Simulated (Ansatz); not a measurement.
## Cr2Tc, from a guessed structure to a relaxed one

This structure for Cr2Tc is made up. Its elements were placed in a known structure type with a cell scaled to their sizes. What cell does the guess relax to, and how far off was it?

Calculated with Ansatz 0.2.0; DFT, PBE, plane-wave PAW, default files, scalar-relativistic, ferromagnetic start, cell and ions relaxed at zero pressure, in the first sound run; inputs show where later runs differ.

## 1. The starting structure

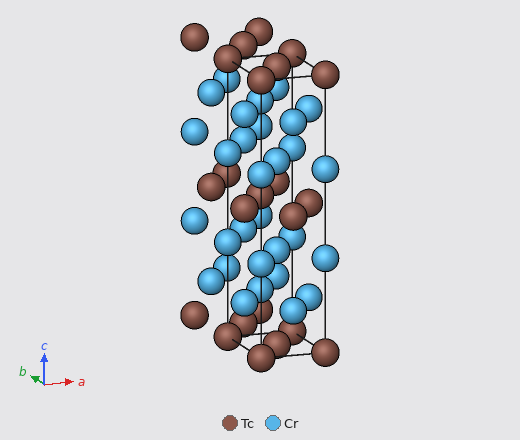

The starting structure, seen slightly off an axis (technetium brown, chromium blue). 1×2×1 cells are drawn. This picture shows the conventional cell, with its axes. Some periodic images of atoms are drawn too.

Coordinates:

```cif
data_structure
_symmetry_space_group_name_H-M 'Fmmm'
_symmetry_Int_Tables_number 69
_cell_length_a 2.9510
_cell_length_b 4.2080
_cell_length_c 12.3330
_cell_angle_alpha 90.000
_cell_angle_beta 90.000
_cell_angle_gamma 90.000
_cell_volume 153.15
loop_
_atom_site_label
_atom_site_type_symbol
_atom_site_symmetry_multiplicity
_atom_site_Wyckoff_symbol
_atom_site_fract_x
_atom_site_fract_y
_atom_site_fract_z
_atom_site_occupancy
Tc1 Tc 4 a 0.00000 0.00000 0.00000 1
Cr1 Cr 8 i 0.50000 0.00000 0.16040 1
```

## 2. Relaxing cell and atoms

The guessed cell has no reason to be at equilibrium. It is relaxed with the atoms, within the space group of the guess.

input.yaml reads:

```yaml
crystal:
  lattice:
    - [0.0, 2.104, 6.1665]
    - [1.4755, 0.0, 6.1665]
    - [1.4755, 2.104, 0.0]
  atoms:
    - { symbol: Tc, position: [0.0, 0.0, 0.0] }
    - { symbol: Cr, position: [0.6604, 0.6604, 0.3396], spin: 3.0 }
    - { symbol: Cr, position: [0.3396, 0.3396, 0.6604], spin: 3.0 }
magnetization:
  spin_polarized: true
kpoints:
  mp_grid: { grid: [11, 11, 11] }
scf:
  occupations: { method: fermi_dirac, width: 0.05 }
hamiltonian:
  xc: pbe
  pseudopotentials: { kind: paw }
relax:
  f_tol: 0.015
  max_steps: 70
  cell: {}
output:
  forces: true
  stress: true
```

The run is started by

```sh
ansatz run input.yaml --threads 4 --pin off --max-ram 8192MiB --backend cpu --events-out ev --progress --plain --runs-dir out
```

Numbers of over 12 decimals in the logs are rounded to 6 here.

What it wrote:

```text
basis.fft_grid_basis auto: the FFT boxes are laid along the combinations [[1, -1, 0], [0, 1, 0], [0, 0, 1]] of the cell's own vectors, 2.570, 6.341 and 2.570 Å long. The dense box has 20×48×20 points. Along the cell's own vectors, as sized, it would have 48×48×20, 2.40 times as many. basis.fft_grid_basis: typed keeps the cell's own vectors: state it where this run's energies or levels are differenced outside the engine with another run's, or held beside a run that keeps those vectors.
Engine: ansatz 0.2.0, aarch64-unknown-linux-gnu
Pseudopotentials: kind: paw
Pseudopotential: Tc, paw, valence charge 15, recommended cutoff 500 eV (normal), Tc.paw.azcp
Pseudopotential: Cr, paw, valence charge 14, recommended cutoff 420 eV (normal), Cr.paw.azcp
Functional definition: PBE
  parameter kappa = 0.804
  parameter beta = 0.066725
  exchange = pbe_x(kappa = kappa, mu = beta*pi^2/3)
  correlation = pbe_c(beta = beta)
Crystal: 3 atoms, lattice volume = 38.287 Å³
Basis set: ecut = 500 eV, 969 PW (Γ), FFT grids on a1−a2, a2, a3, exchange–correlation on 40×96×40 points (8 copies of the dense FFT grid, shifted against one another)
Bands: 30, of which v1, the nominal top of the filled ones, is band 22 counted from 1 (21 counted from 0)
Symmetry: 8 space group operations
Space group: Fmmm (ITA 69), of the structure as read, at distance tolerance 3.4e-5 Å
Magnetic group: BNS 69.521 (UNI 619), of the structure as read, at distance tolerance 3.4e-5 Å
k-points: 216 of 1331
Non-local potential: Tc, projectors of the file, l = 0: 3, l = 1: 3, l = 2: 2, l = 3: 2
Non-local potential: Cr, projectors of the file, l = 0: 3, l = 1: 2, l = 2: 3, l = 3: 1
PAW form: soft (Blöchl's): semilocal exchange-correlation on the pseudo side does not see the compensation charge
PAW one-centre angular grid: Tc, 590 points (default); XC on 64 Gauss nodes
PAW one-centre angular grid: Cr, 590 points (default); XC on 64 Gauss nodes
Initial density: superposition of atomic densities (chi_scale 0.1, normalization cell)
Starting moments: Σ|m| = 6 μB on 2 of 3 sites
Initial wavefunctions: pseudopotential atomic-orbital guess
Functional: x = pbe(κ = 0.804, μ = 0.219515), c = pbe(β = 0.066725)
SCF iter   1: F=—  HF=-12154.953661 eV  |F-HF|=—  |Δ(HF+E_count)|=         —  Δρ=1.77e-1 (↑1.77e-1 ↓6.78e-2)  dr2=3.79e1  dr2_m=1.61e0  M=3.767 μB ∫|m|=4.049 μB  β_m=0.30  ethr=3.10e-3  ⟨swp⟩=5.1  Hψ=45465  notcnv=0
Mixer restart at iter 1: flushing history
preconditioner: auto → Kerker (q_TF=auto, 2.782 Å⁻¹)  [metal: Δε(μ)=0.001 eV  Ē_g=6.262 eV  σ=0.050 eV  W_gap=0.01  n_scr=12 (ndim 8)  ℏωp=26.2 eV  f_vac=0.000  D(μ)=4.36/eV (n_scr^D=60)]
spin=Collinear: Kerker preconditioning applied to the charge; magnetization (m = ρ↑ − ρ↓) channel mixes plain (no charge-response kernel on spin).
SCF iter   2: F=—  HF=-12152.443922 eV  |F-HF|=—  |Δ(HF+E_count)|=    2.51e0  Δρ=8.54e-2 (↑8.54e-2 ↓3.48e-2)  dr2=6.49e0  dr2_m=6.43e-1  M=3.422 μB ∫|m|=4.021 μB  β_m=0.40  ethr=3.10e-3  ⟨swp⟩=2.8  Hψ=28931  notcnv=0  defer=383
SCF iter   3: F=—  HF=-12151.810204 eV  |F-HF|=—  |Δ(HF+E_count)|=         —  Δρ=4.06e-2 (↑4.06e-2 ↓3.11e-2)  dr2=5.94e-1  dr2_m=3.10e-1  M=2.857 μB ∫|m|=3.619 μB  β_m=0.40  ethr=3.10e-3  ⟨swp⟩=2.2  Hψ=23123  notcnv=0  defer=367
Mixer restart at iter 3: flushing history
SCF iter   4: F=—  HF=-12151.950888 eV  |F-HF|=—  |Δ(HF+E_count)|=   1.41e-1  Δρ=3.36e-2 (↑3.36e-2 ↓2.86e-2)  dr2=2.41e-1  dr2_m=2.72e-1  M=2.530 μB ∫|m|=3.306 μB  β_m=0.46  ethr=1.38e-3  ⟨swp⟩=2.0  Hψ=17938  notcnv=0  defer=372
SCF iter   5: F=—  HF=-12153.508882 eV  |F-HF|=—  |Δ(HF+E_count)|=         —  Δρ=9.00e-2 (↑9.00e-2 ↓8.30e-2)  dr2=5.38e-2  dr2_m=2.61e0  M=0.290 μB ∫|m|=0.573 μB  β_m=1.00  ethr=5.61e-4  ⟨swp⟩=2.1  Hψ=21275  notcnv=0  defer=372
Mixer restart at iter 5: flushing history
SCF iter   6: F=—  HF=-12152.952258 eV  |F-HF|=—  |Δ(HF+E_count)|=   5.57e-1  Δρ=1.63e-2 (↑4.48e-3 ↓1.63e-2)  dr2=6.18e-2  dr2_m=3.56e-2  M=0.142 μB ∫|m|=0.255 μB  β_m=0.70  ethr=1.16e-4  ⟨swp⟩=2.9  Hψ=25720  notcnv=0  defer=223
SCF iter   7: F=—  HF=-12152.954451 eV  |F-HF|=—  |Δ(HF+E_count)|=   2.19e-3  Δρ=8.98e-3 (↑8.98e-3 ↓4.89e-3)  dr2=5.87e-3  dr2_m=1.61e-2  M=0.077 μB ∫|m|=0.140 μB  β_m=0.80  ethr=1.16e-4  ⟨swp⟩=2.3  Hψ=26541  notcnv=0  defer=239
SCF iter   8: F=—  HF=-12152.952423 eV  |F-HF|=—  |Δ(HF+E_count)|=   2.03e-3  Δρ=5.40e-3 (↑2.03e-3 ↓5.40e-3)  dr2=5.00e-3  dr2_m=4.70e-3  M=0.042 μB ∫|m|=0.076 μB  β_m=0.90  ethr=1.37e-5  ⟨swp⟩=2.0  Hψ=25736  notcnv=0  defer=239
SCF iter   9: F=—  HF=-12152.951225 eV  |F-HF|=—  |Δ(HF+E_count)|=   1.20e-3  Δρ=1.13e-3 (↑5.40e-4 ↓1.13e-3)  dr2=1.65e-3  dr2_m=3.54e-5  M=-0.005 μB ∫|m|=0.008 μB  β_m=0.95  ethr=1.16e-5  ⟨swp⟩=2.3  Hψ=24245  notcnv=0  defer=232
SCF iter  10: F=—  HF=-12152.951238 eV  |F-HF|=—  |Δ(HF+E_count)|=   1.30e-5  Δρ=3.72e-4 (↑3.72e-4 ↓3.61e-4)  dr2=3.11e-4  dr2_m=1.67e-7  M=0.000 μB ∫|m|=0.001 μB  β_m=0.89  ethr=3.84e-6  ⟨swp⟩=1.4  Hψ=13461  notcnv=0  defer=224
SCF iter  11: F=—  HF=-12152.951193 eV  |F-HF|=—  |Δ(HF+E_count)|=   4.43e-5  Δρ=1.01e-4 (↑1.01e-4 ↓5.67e-5)  dr2=3.77e-6  dr2_m=1.84e-6  M=-0.001 μB ∫|m|=0.002 μB  β_m=0.95  ethr=7.22e-7  ⟨swp⟩=2.0  Hψ=15182  notcnv=0  defer=222
SCF iter  12: F=—  HF=-12152.951193 eV  |F-HF|=—  |Δ(HF+E_count)|=   6.69e-7  Δρ=6.05e-6 (↑6.03e-6 ↓6.05e-6)  dr2=2.85e-8  dr2_m=6.64e-9  M=-0.000 μB ∫|m|=0.000 μB  β_m=0.97  ethr=8.78e-9  ⟨swp⟩=2.2  Hψ=17377  notcnv=0  defer=221
SCF iter  13: F=—  HF=-12152.951193 eV  |F-HF|=—  |Δ(HF+E_count)|=   1.03e-8  Δρ=2.16e-6 (↑1.80e-6 ↓2.16e-6)  dr2=5.86e-9  dr2_m=4.66e-10  M=0.000 μB ∫|m|=0.000 μB  β_m=0.99  ethr=6.63e-11  ⟨swp⟩=2.4  Hψ=19952  notcnv=0  defer=221
SCF iter  14: F=—  HF=-12152.951193 eV  |F-HF|=—  |Δ(HF+E_count)|=  5.00e-10  Δρ=4.97e-7 (↑4.97e-7 ↓4.12e-7)  dr2=5.22e-10  dr2_m=2.70e-11  M=0.000 μB ∫|m|=0.000 μB  β_m=0.99  ethr=1.36e-11  ⟨swp⟩=2.1  Hψ=17190  notcnv=0  defer=221
SCF iter  15: F=-12152.951193 eV  HF=-12152.951193 eV  |F-HF|=5.53e-10  |Δ(HF+E_count)|=  4.00e-11  Δρ=4.07e-7 (↑4.07e-7 ↓3.82e-7)  dr2=5.81e-10  dr2_m=9.90e-13  M=0.000 μB ∫|m|=0.000 μB  ethr=1.21e-12  ⟨swp⟩=1.0  Hψ=27696  notcnv=0
WARN: the starting moments were not kept: the SCF closed with an absolute magnetisation of 2.1e-6 μB, where they sum to 6 μB in size (2 sites). That is at most 0.1 of that sum. Measured as dr2_m measures the in/out step, that magnetisation stands 1.7e-12 eV from none, at or under the dr2_threshold of 1.0e-7 eV: it is no larger than a step whose dr2_m would equal this threshold. The system may hold no moment; this SCF [...]
[...]
SCF iter   8: F=—  HF=-12153.253584 eV  |F-HF|=—  |Δ(HF+E_count)|=   7.84e-8  Δρ=1.50e-5 (↑1.50e-5 ↓1.18e-5)  dr2=4.61e-7  dr2_m=1.19e-9  M=0.000 μB ∫|m|=0.000 μB  β_m=0.91  ethr=8.81e-10  ⟨swp⟩=2.0  Hψ=17103  notcnv=0
SCF iter   9: F=—  HF=-12153.253584 eV  |F-HF|=—  |Δ(HF+E_count)|=   6.57e-9  Δρ=1.83e-6 (↑1.17e-6 ↓1.83e-6)  dr2=4.72e-9  dr2_m=1.97e-10  M=-0.000 μB ∫|m|=0.000 μB  β_m=0.95  ethr=8.81e-10  ⟨swp⟩=1.6  Hψ=13349  notcnv=0
SCF iter  10: F=-12153.253584 eV  HF=-12153.253584 eV  |F-HF|=8.80e-10  |Δ(HF+E_count)|=  3.02e-10  Δρ=7.82e-7 (↑5.33e-7 ↓7.82e-7)  dr2=9.99e-10  dr2_m=9.60e-12  M=-0.000 μB ∫|m|=0.000 μB  ethr=1.10e-11  ⟨swp⟩=1.0  Hψ=31712  notcnv=0
the starting moments were not kept: the SCF closed with an absolute magnetisation of 7.0e-6 μB, where they sum to 6 μB in size (2 sites). That is at most 0.1 of that sum. Measured as dr2_m measures the in/out step, that magnetisation stands 1.1e-11 eV from none, at or under the dr2_threshold of 3.0e-7 eV: it is no larger than a step whose dr2_m would equal this threshold.
SCF 3 converged in 10 iterations: F = -12153.253584 eV  dr2 = 9.99e-10
relax step   3: F+E_penalty+E_count = -12153.25358352 eV  Δ(F+E_penalty+E_count) = -1.759e-2 eV  max|allowed force component| = 1.283e-1 eV/Å  Δτ_max = 0.0458 Å  P = +3.332 GPa  Ω = 37.623 Å³  energy of the carried Pulay correction = +2.469e-4 eV  (10 SCF iters, dr2 threshold 3.00e-7 eV, accepted)
[...]
relax step   4: F+E_penalty+E_count = -12153.25814829 eV  Δ(F+E_penalty+E_count) = -4.565e-3 eV  max|allowed force component| = 2.356e-2 eV/Å  Δτ_max = 0.0062 Å  P = -1.632 GPa  Ω = 38.319 Å³  energy of the carried Pulay correction = -1.166e-5 eV  (10 SCF iters, dr2 threshold 3.00e-7 eV, accepted)
[...]
relax step   5: F+E_penalty+E_count = -12153.25955710 eV  Δ(F+E_penalty+E_count) = -1.409e-3 eV  max|allowed force component| = 4.814e-3 eV/Å  Δτ_max = 0.0019 Å  P = -0.012 GPa  Ω = 38.084 Å³  energy of the carried Pulay correction = +7.497e-5 eV  (10 SCF iters, dr2 threshold 3.00e-7 eV, accepted)
[...]
relax step   6: F+E_penalty+E_count = -12153.25956026 eV  Δ(F+E_penalty+E_count) = -3.160e-6 eV  max|allowed force component| = 1.650e-4 eV/Å  Δτ_max = 0.0003 Å  P = -0.007 GPa  Ω = 38.083 Å³  energy of the carried Pulay correction = +7.532e-5 eV  (8 SCF iters, dr2 threshold 7.51e-9 eV, accepted)
Initial wavefunctions: pseudopotential atomic-orbital guess (no wavefunctions were taken with the density)
iter 1 solved again at ethr=2.35e-9 eV; its pass at ethr=3.10e-3 eV (dr2=1.01e-6 eV) is discarded
SCF iter   1: F=—  HF=-12153.259473 eV  |F-HF|=—  |Δ(HF+E_count)|=         —  Δρ=2.83e-5 (↑2.83e-5 ↓2.83e-5)  dr2=3.09e-7  dr2_m=1.91e-12  M=-0.000 μB ∫|m|=0.000 μB  β_m=0.65  ethr=2.35e-9  ⟨swp⟩=4.0  Hψ=87585  notcnv=0
SCF iter   2: F=—  HF=-12153.259475 eV  |F-HF|=—  |Δ(HF+E_count)|=   1.74e-6  Δρ=2.82e-5 (↑2.82e-5 ↓2.82e-5)  dr2=4.18e-6  dr2_m=4.82e-13  M=-0.000 μB ∫|m|=0.000 μB  β_m=0.23  ethr=7.19e-10  ⟨swp⟩=2.7  Hψ=22543  notcnv=0  recentre
SCF iter   3: F=—  HF=-12153.259474 eV  |F-HF|=—  |Δ(HF+E_count)|=   7.63e-7  Δρ=1.76e-5 (↑1.76e-5 ↓1.76e-5)  dr2=2.61e-8  dr2_m=9.87e-13  M=-0.000 μB ∫|m|=0.000 μB  β_m=0.35  ethr=7.19e-10  ⟨swp⟩=2.0  Hψ=17524  notcnv=0
SCF iter   4: F=—  HF=-12153.259475 eV  |F-HF|=—  |Δ(HF+E_count)|=   7.57e-7  Δρ=4.85e-6 (↑4.85e-6 ↓4.85e-6)  dr2=3.73e-8  dr2_m=1.84e-13  M=0.000 μB ∫|m|=0.000 μB  β_m=0.50  ethr=6.07e-11  ⟨swp⟩=1.1  Hψ=13005  notcnv=0
SCF iter   5: F=—  HF=-12153.259475 eV  |F-HF|=—  |Δ(HF+E_count)|=   6.16e-8  Δρ=1.99e-6 (↑1.99e-6 ↓1.99e-6)  dr2=4.47e-9  dr2_m=5.69e-14  M=0.000 μB ∫|m|=0.000 μB  β_m=0.58  ethr=6.07e-11  ⟨swp⟩=2.0  Hψ=16061  notcnv=0
SCF iter   6: F=—  HF=-12153.259475 eV  |F-HF|=—  |Δ(HF+E_count)|=   1.80e-8  Δρ=8.26e-7 (↑8.23e-7 ↓8.26e-7)  dr2=1.48e-9  dr2_m=1.03e-14  M=0.000 μB ∫|m|=0.000 μB  β_m=0.64  ethr=1.04e-11  ⟨swp⟩=2.0  Hψ=16379  notcnv=0
SCF iter   7: F=—  HF=-12153.259475 eV  |F-HF|=—  |Δ(HF+E_count)|=   2.81e-9  Δρ=1.13e-7 (↑1.12e-7 ↓1.13e-7)  dr2=8.35e-12  dr2_m=5.27e-16  M=0.000 μB ∫|m|=0.000 μB  β_m=0.74  ethr=3.45e-12  ⟨swp⟩=2.0  Hψ=20481  notcnv=0
SCF iter   8: F=-12153.259475 eV  HF=-12153.259475 eV  |F-HF|=7.28e-12  |Δ(HF+E_count)|=  1.42e-10  Δρ=5.87e-8 (↑5.85e-8 ↓5.87e-8)  dr2=1.10e-11  dr2_m=2.87e-17  M=0.000 μB ∫|m|=0.000 μB  ethr=1.00e-12  ⟨swp⟩=4.0  Hψ=50905  notcnv=0
the starting moments were not kept: the SCF closed with an absolute magnetisation of 9.1e-9 μB, where they sum to 6 μB in size (2 sites). That is at most 0.1 of that sum. Measured as dr2_m measures the in/out step, that magnetisation stands 2.2e-17 eV from none, at or under the dr2_threshold of 3.0e-11 eV: it is no larger than a step whose dr2_m would equal this threshold.
SCF 7 converged in 8 iterations: F = -12153.259475 eV  dr2 = 1.10e-11
relax step   7: F+E_penalty+E_count = -12153.25947483 eV  Δ(F+E_penalty+E_count) = +8.543e-5 eV  max|allowed force component| = 9.518e-5 eV/Å  Δτ_max = 0.0000 Å  P = -0.003 GPa  Ω = 38.083 Å³  stress off target by 2.57e-2 GPa  SCF on the basis re-selected at this cell (its energy is not comparable with the rows above)  (8 SCF iters)
basis re-selected at this cell: Δ(F+E_penalty+E_count) = +8.543e-5 eV, ΔP = +0.004 GPa vs the last step (what re-selecting the basis moved, of the pressure what is left beyond the Pulay correction that the steps carried, after the strain that the cell walked since its last selection, with what the two solves' SCF thresholds leave and, on support functions, any second-order correction that the steps lacked; it is no m [...]
SCF converged after 8 iterations
Magnetization: 0.0000 μB (21.5000 up, 21.5000 down)
Absolute magnetization: 0.0000 μB (∫|ρ↑−ρ↓|, with the PAW one-centre terms)
Spin contamination: 0.0000 ħ² per cell (⟨S²⟩ above its minimum at these occupations)
Per-site moments (μB) at R_I (Å): [(-1.1810290009506523e-9, 1.061543), (2.52152846844384e-9, 0.990206), (2.5215284661188947e-9, 0.990206)]
Free energy (F): -12153.259475 eV
Harris-Foulkes:  -12153.259475 eV  (|F-HF|=7.28e-12)
Internal energy: -12153.234551 eV  (E = F + TS)
E sigma→0 (E₀):  -12153.247013 eV
Entropy (-TS):   -0.024924 eV (-8.308 meV/atom)
Fermi energy:    20.478850 eV
--- Per-component energies (eV) ---
  E_band       = -350.115838
  E_kinetic    = 1309.453760
  E_local      = -3603.367028  (includes V_loc(G=0)·N_el)
  E_nonlocal   = 443.106677
  E_hartree    = 1375.754069
  E_xc         = -519.768289
  E_vxc        = -652.549046  (∫ρ·V_xc dr)
  E_paw        = -5667.600289  (= ΣΔE_a)
  E_vpaw       = -598.268674  (= ΣTr[D̂ρ^β])
  E_aug_tail   = 0.000412  (compensation charges beyond the density's cutoff)
  E_ewald      = -5490.813863
  E_smearing   = -0.024924  (= −TS)
  E_closure    = 0.000000  (closes the sum)
  Σ components = -12153.259475   (vs F -12153.259475, Δ=0.00e0)
--- Forces (eV/Å), atoms counted from 1 ---
  atom   1  Tc     0.00000000     0.00000000     0.00000000
  atom   2  Cr     0.00000000    -0.00000000     0.00009518
  atom   3  Cr     0.00000000     0.00000000    -0.00009518
  max |Σ_I F_I| component: 1.97e-31 eV/Å
--- Stress (GPa, compression-positive) ---
       -0.025720       0.000000       0.000000
        0.000000       0.003111      -0.000000
        0.000000      -0.000000       0.012957
  P = ⅓ Tr σ = -0.0032 GPa (-0.032 kbar)
--- Relaxed structure (6 steps of the walk, 6 accepted, 1 SCFs on fresh bases) ---
  F+E_penalty+E_count = -12153.25947483 eV   max|allowed force component| = 9.518e-5 eV/Å   (the final SCF, on the basis selected at the relaxed cell)
  cell:  # Å, volume = 38.0835 Å³
    - [0.0, 2.109765, 6.124842]
    - [1.473593, 0.0, 6.124842]
    - [1.473593, 2.109765, 0.0]
  atoms:
    - { symbol: Tc, position: [-9.62621729402114e-19, -9.62621729402114e-19, 9.62621729402114e-19] }
    - { symbol: Cr, position: [0.672652, 0.672652, 0.327348] }
    - { symbol: Cr, position: [0.327348, 0.327348, 0.672652] }
```

It took 59 s on 4 threads of Arm Neoverse V2, shared host; peak memory 0.71 GiB.

Relaxation path:

| step | energy less that of the first step (eV) | largest force component (eV/Å) | pressure (GPa) | volume (Å³) |
| --- | --- | --- | --- | --- |
| 1 | 0.0000 | 1.9853 | 3.91 | 38.29 |
| 2 | -0.2848 | 0.5619 | 0.37 | 38.09 |
| 3 | -0.3024 | 0.1283 | 3.33 | 37.62 |
| 4 | -0.3070 | 0.0236 | -1.63 | 38.32 |
| 5 | -0.3084 | 0.0048 | -0.01 | 38.08 |
| 6 | -0.3084 | 0.0002 | -0.01 | 38.08 |
| 7* | -0.3083 | 0.0001 | 0.00 | 38.08 |

Relaxation steps marked * repeat the geometry before them on a plane-wave basis chosen anew for their cell, so energy and pressure can jump there.

Forces are held to the 8 operations that the run works with; a distortion that breaks them can't arise in this run.

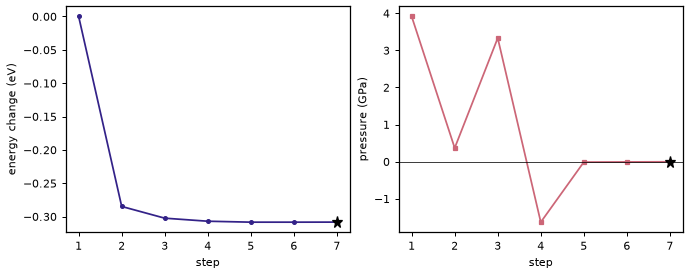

Energy and pressure along the relaxation. Stars mark steps on a basis chosen anew.

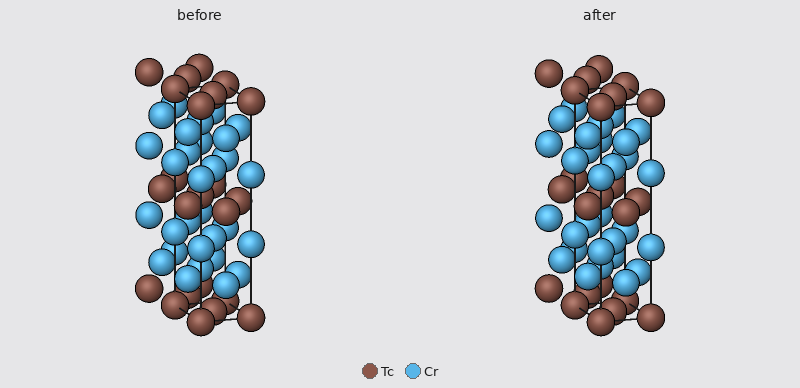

Before and after, at one scale.

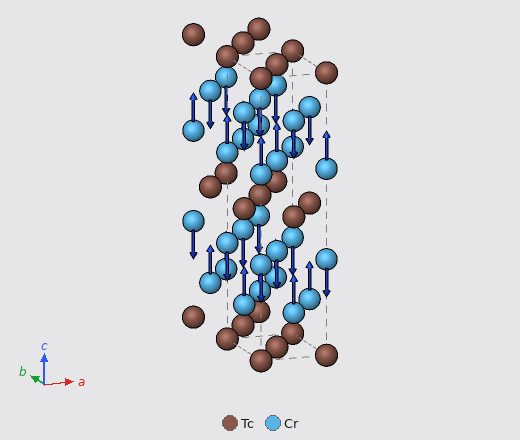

Displacements in the relaxation, exaggerated, measured against the changing cell; the longest in the cell stands for 0.15 Å. 1×2×1 conventional cells are drawn. Some periodic images of atoms are drawn too.

| conventional cell, symmetrised | before | after | change |
| --- | --- | --- | --- |
| a (Å) | 2.951 | 2.947 | -0.1 % |
| b (Å) | 4.208 | 4.220 | +0.3 % |
| c (Å) | 12.333 | 12.250 | -0.7 % |
| volume (Å³/atom) | 12.76 | 12.69 | -0.5 % |

The atoms that moved most (Å, as changes of fractional coordinates times the final cell):

| atom | dx | dy | dz | length |
| --- | --- | --- | --- | --- |
| Cr3 | 0.000 | 0.000 | -0.150 | 0.150 |
| Cr2 | 0.000 | 0.000 | 0.150 | 0.150 |

Final coordinates:

```xyz
3
Lattice="0.0000 2.1098 6.1248 1.4736 0.0000 6.1248 1.4736 2.1098 0.0000" Properties=species:S:1:pos:R:3 pbc="T T T"
Tc    0.0000    0.0000    0.0000
Cr    1.4736    2.1098    8.2398
Cr    1.4736    2.1098    4.0099
```

This step gave:

- free energy: -12153.2595 eV
- energy at zero smearing: -12153.2470 eV
- smearing term TS: 0.02492 eV
- Fermi energy: 20.48 eV
- electrons: 43
- symmetry operations: 8
- pressure: -0.003217 GPa

Shortest distances by pair of elements, guess and relaxed (not always the same contact):

| pair | guess (Å) | relaxed (Å) |
| --- | --- | --- |
| Cr–Cr | 2.570 | 2.401 |
| Tc–Tc | 2.570 | 2.573 |
| Cr–Tc | 2.468 | 2.578 |

The relaxation ends with a largest force component of 9.5e-5 eV/Å and a pressure of 0.00 GPa. The starting moments have collapsed: the run ends non-magnetic.

[end of part 1 of 2]

[Logs are printed without paths, hosts, clocks, repeated set-up lines and the standing remarks that a program may print on its own settings, such as how far it seeks lower states.]

[Hosts, paths, dates, database ids (printed as entryN), source tags and the programs' standing remarks are cut or masked in the printed files.]
